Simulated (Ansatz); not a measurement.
**Convergence study of the plane-wave cutoff for TiGa3 (I4mm, 4 atoms in the cell)**

```yaml
crystal:
  lattice:
    - [-1.87479, 1.87479, 4.35533]
    - [1.87479, -1.87479, 4.35533]
    - [1.87479, 1.87479, -4.35533]
  atoms:
    - { symbol: Ti, position: [0.00574, 0.00574, 0.00000] }
    - { symbol: Ga, position: [0.75000, 0.25000, 0.50000] }
    - { symbol: Ga, position: [0.25000, 0.75000, 0.50000] }
    - { symbol: Ga, position: [0.50000, 0.50000, 0.00000] }
```

Method of the run: LDA (PW92), default PAW files made with PBE (plane waves; Ansatz, an electronic-structure program).

Base settings: basis.ecutwfc = 420 eV; kpoints.mp_grid.grid = 7 7 7; hamiltonian.xc = lda; hamiltonian.pseudopotentials = {kind: paw} (the program's default PAW files); scf.occupations.method = gaussian; scf.occupations.width = 0.1 eV.

The second cell is the first with its lattice scaled by 0.98.

The mesh stays at the base's, so the ladder's end is converged at best in this setting alone.

The first pressure column holds Ansatz's estimate of the finite-basis (Pulay) stress, which hides part of the cutoff error; the other is without it.

Only quantities that move along the ladder and can be compared are tabulated.

The count of work is k-points × plane waves × bands × iterations; it is no time. 

The starting cell comes from a database of computed structures (which also holds hypothetical and non-ambient phases and stackings), without a prior relaxation at this level. Its lattice was rescaled by up to half a per cent. One atom was moved a little off its site on purpose. Spin polarisation is off. In the base run, with a pressure of about -4 GPa the cell is away from its equilibrium volume at this level.

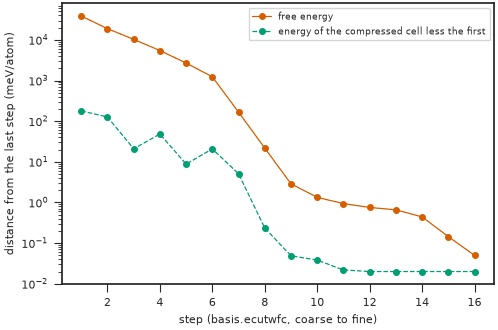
Figure: Distance from the last step along the ladder; very small values are drawn at a floor.

| basis.ecutwfc | free energy less the last step's (meV/atom) | energy of the compressed cell less the first (meV/atom) | pressure (GPa) | pressure without the Pulay estimate (GPa) | largest difference of a force vector from the last step's (eV/Å) | count of work / last |
|---|---|---|---|---|---|---|
| 145 eV | 38662.28 | -185.12 | -12.87 | -1142.33 | 0.206 | 0.060 |
| 170 eV | 18894.78 | -132.02 | -11.03 | -667.78 | 0.037 | 0.086 |
| 190 eV | 10296.00 | 15.68 | -10.68 | -432.77 | 0.185 | 0.094 |
| 210 eV | 5479.63 | -53.56 | -6.11 | -274.36 | 0.170 | 0.12 |
| 230 eV | 2691.66 | 3.50 | -1.75 | -162.30 | 0.016 | 0.14 |
| 250 eV | 1238.01 | 15.50 | -1.62 | -90.29 | 0.082 | 0.14 |
| 295 eV | 166.53 | -0.24 | -3.63 | -20.51 | 0.003 | 0.16 |
| 335 eV | 21.75 | -5.54 | -4.31 | -6.96 | 0.003 | 0.19 |
| 380 eV | 2.87 | -5.26 | -4.31 | -4.55 | 0.000 | 0.23 |
| 420 eV | 1.34 | -5.27 | -4.31 | -4.36 | 0.000 | 0.27 |
| 460 eV | 0.94 | -5.29 | -4.32 | -4.34 | 0.000 | 0.31 |
| 505 eV | 0.75 | -5.29 | -4.32 | -4.32 | 0.000 | 0.36 |
| 565 eV | 0.66 | -5.30 | -4.32 | -4.33 | 0.000 | 0.42 |
| 630 eV | 0.44 | -5.30 | -4.32 | -4.34 | 0.000 | 0.50 |
| 735 eV | 0.14 | -5.31 | -4.32 | -4.33 | 0.000 | 0.62 |
| 840 eV | 0.05 | -5.31 | -4.32 | -4.32 | 0.000 | 0.85 |
| 1010 eV | 0.00 | -5.31 | -4.32 | -4.32 | 0.000 | 1.0 |

Coarsest basis.ecutwfc that holds the pressure without the Pulay estimate within 0.2 GPa of the last step, with all finer ones: 420 eV, at 0.27 of the last step's count of work; the step before is off by 0.23 GPa.

Coarsest basis.ecutwfc that holds the pressure within 0.2 GPa of the last step, with all finer ones: 335 eV, at 0.19 of the last step's count of work; the step before is off by 0.69 GPa.

Coarsest basis.ecutwfc that holds the energy of the compressed cell less the first within 1 meV/atom of the last step, with all finer ones: 335 eV, at 0.19 of the last step's count of work; the step before is off by 5.1 meV/atom.

The energy difference between the two cells stays within 1 meV/atom of the last step's from 335 eV on, the total only from 460 eV on: much of the error is common to both cells and cancels.

At the lowest cutoff the pressure without the Pulay estimate lies 1140 GPa under the last step's, the usual sign of Pulay stress in an incomplete plane-wave basis.

Keys are those of Ansatz 0.2.
